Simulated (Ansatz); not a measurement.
# BH₄NOSi (SMILES N[SiH]1BO1): what the fields show

Input file:

```
crystal:
  periodic: [false, false, false]
  atoms:
    - { symbol: "N", position_ang: [-0.9124, 1.2546, 0.1701] }
    - { symbol: Si, position_ang: [0.5538, 0.3488, 0.1437] }
    - { symbol: B, position_ang: [0.3961, -1.4055, -0.8054] }
    - { symbol: O, position_ang: [0.3098, -1.2012, 0.6452] }
    - { symbol: H, position_ang: [-0.90328, 1.95152, 0.93455] }
    - { symbol: H, position_ang: [-1.01648, 1.8313, -0.71543] }
    - { symbol: H, position_ang: [1.6927, 0.8561, 0.9738] }
    - { symbol: H, position_ang: [1.0551, -1.932, -1.6674] }
basis:
  gaussian: { orbitals: def2-SVP }
hamiltonian:
  xc: blyp
  dispersion: d4
relax:
  f_tol: 0.015
  max_steps: 40
output:
  orbitals: {}
```

Run with:

```sh
ansatz run input.yaml --threads 1 --pin off --max-ram 2048MiB --backend cpu --events-out ev --progress --plain --runs-dir out
```

The fields are those of the run's last geometry, not of the input's.

The calculation used RKS BLYP-D4/def2-SVP in Ansatz.

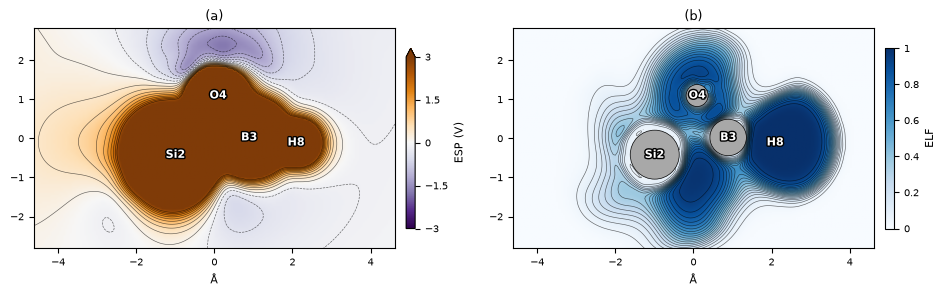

Figure 1. (a) molecular electrostatic potential; (b) ELF on the plane of atoms Si2, B3 and H8. Grey discs cover the atomic cores in the ELF map.

Question: Interpret the plot.

Answer:
- Atoms in the plane: Si, B, O and H.
- B–O (1.34 Å): the ELF peaks at about 0.90 between the atoms: a short, strongly polar bond.
- Si–O (1.86 Å): the ELF peaks at about 0.80 between the atoms, as expected for a shared but strongly polarised pair.
- Si–B (1.93 Å): the ELF peaks at about 0.75 between the atoms: a shared electron pair.
- B–H (1.21 Å): the ELF climbs to about 1 towards the hydrogen, as it does in any bond to H: an ordinary covalent bond to hydrogen.
- The ELF also peaks beside O4, away from the bonds: lone-pair regions.
- Outside the dense part of the molecule the potential is most negative (−1.7 V) near O4.

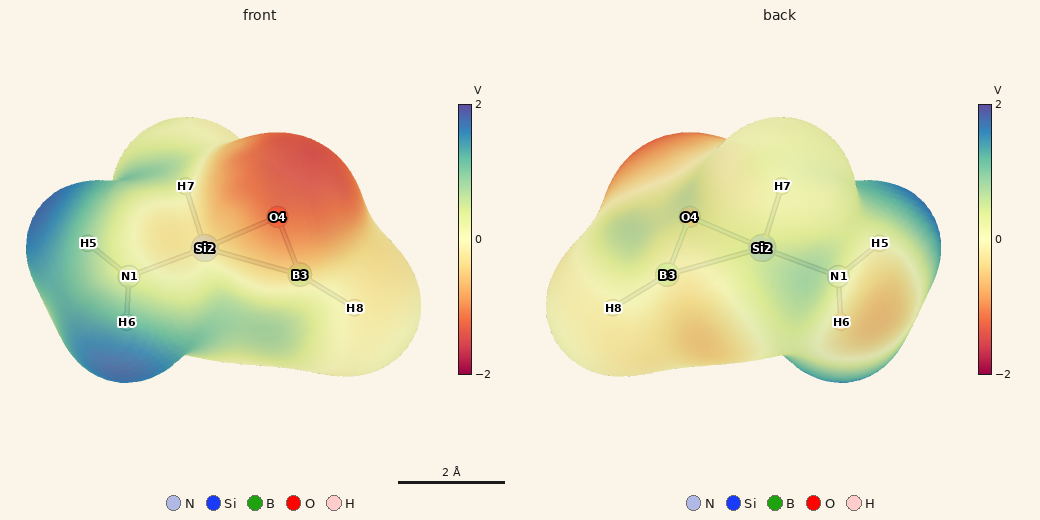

Figure 2. The molecular electrostatic potential painted on the density surface at 0.002 e/bohr³, seen from the front and from behind; the colour scale runs from red (negative) to blue (positive).

Question: Describe the electrostatic potential map.

Answer: The most negative region (about −1.4 V, or −32 kcal/mol for a unit charge) lies over O4, the most positive (about +1.8 V, or +42 kcal/mol for a unit charge) over H5 and H6. O4 is the likeliest acceptor of a hydrogen bond.

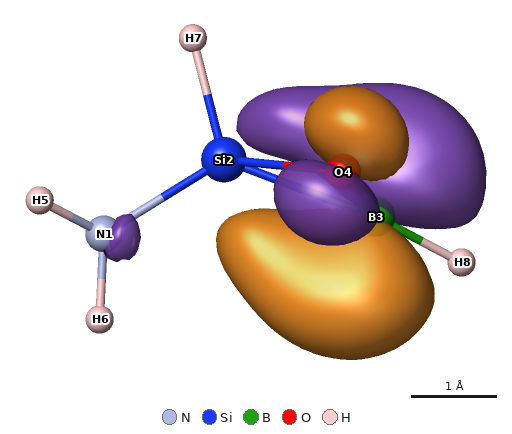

Figure 3. The LUMO at ±0.15 Å⁻³ᐟ² (orange and purple are the two phases), seen across its widest extent.

Question: What is the character of this orbital?

Answer: By Hirshfeld shares it lies mainly on B3 (about 50 %), O4 (about 25 %) and Si2 (about 15 %). Its energy is −1.36 eV.
